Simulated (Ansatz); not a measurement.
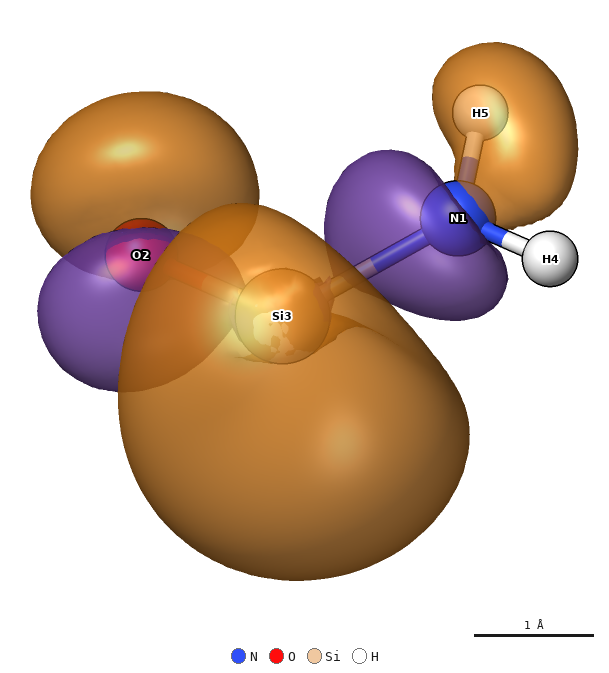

The picture shows: H2NOSi (SMILES N[Si]=O) (doublet). The HOMO (α) at ±0.08 Å⁻³ᐟ² (orange and purple are the two phases), seen at a tilt.

Geometry: r2SCAN-D4/def2-SVP.

Computed with isolated molecule in a Gaussian basis; Kohn-Sham density functional theory, functional PBE0 (Ansatz 0.2.0).

Input file:

```
crystal:
  periodic: [false, false, false]
  atoms:
    - {symbol: "N", position_ang: [-0.469091, -0.534516, 0.503508]}
    - {symbol: O, position_ang: [2.106117, -0.275703, -0.744165]}
    - {symbol: Si, position_ang: [0.713706, -0.951852, -0.651041]}
    - {symbol: H, position_ang: [-1.379364, -0.978992, 0.561618]}
    - {symbol: H, position_ang: [-0.325386, 0.189995, 1.204004]}
basis:
  gaussian: {orbitals: def2-TZVPD}
magnetization: {spin_polarized: true, initial_magnetization: 1}
hamiltonian: {xc: {name: PBE0}}
output: {forces: true, orbitals: {seedname: orbitals}}
```

Launched as:

```sh
ansatz run input.yaml --threads 1 --pin off --max-ram 2610MiB --events-out events.jsonl --progress --plain --runs-dir runs
```

Describe this orbital and give its energy.

By Hirshfeld shares it lies mainly on Si3 (about 60 %), O2 (about 30 %) and N1 (about 10 %); it is symmetric in the molecular plane (an in-plane orbital: σ, lone-pair or in-plane π type). Its energy is −7.29 eV.
